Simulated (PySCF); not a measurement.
C$_{2}$H$_{2}$ClF, SMILES `F/C=C/Cl`.

PySCF calculation, ωB97X/def2-SVP, gas phase; geometry: GFN2-xTB. No frequency check shows the geometry to be a minimum. GFN2-xTB bond lengths at metals and heavier atoms can be off by up to 0.1 Å and shapes distorted, which carries into these values.

Coordinates in Å:

```
F1       2.2729    0.0709    0.0000
C2       1.0122   -0.3789    0.0000
C3      -0.0026    0.4682    0.0000
Cl4     -1.6233   -0.0739    0.0000
H5       0.9506   -1.4564    0.0000
H6       0.1310    1.5387    0.0000
```

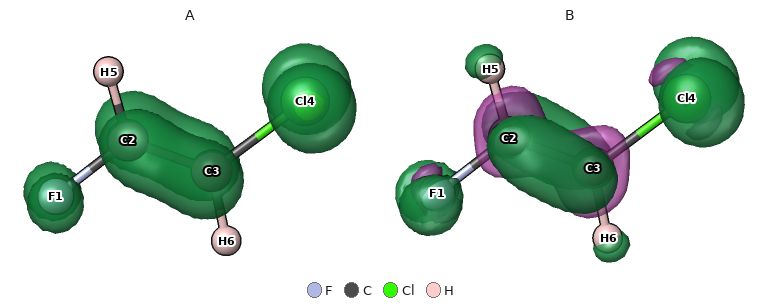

The Fukui function f⁻ from two separate SCF calculations and the density of the HOMO, at ±0.05 e/Å³ (green positive, purple negative).

**Which panel is which, and how good is the frozen-orbital picture?**

B is f⁻ (it has negative regions), A the HOMO density. The HOMO lies on Cl4 (33 %), C2 (26 %) and C3 (25 %); f⁻ (Hirshfeld-condensed) is largest on Cl4 (0.34) and C2 (0.20); the vertical ionisation energy is 9.92 eV. Relaxation shifts 13 % of the electron between atoms. The orbital energy is −9.64 eV.

Cost of the run: 54 s on 1 thread of Arm Neoverse V1, with other jobs on the host, peak memory 0.41 GiB.
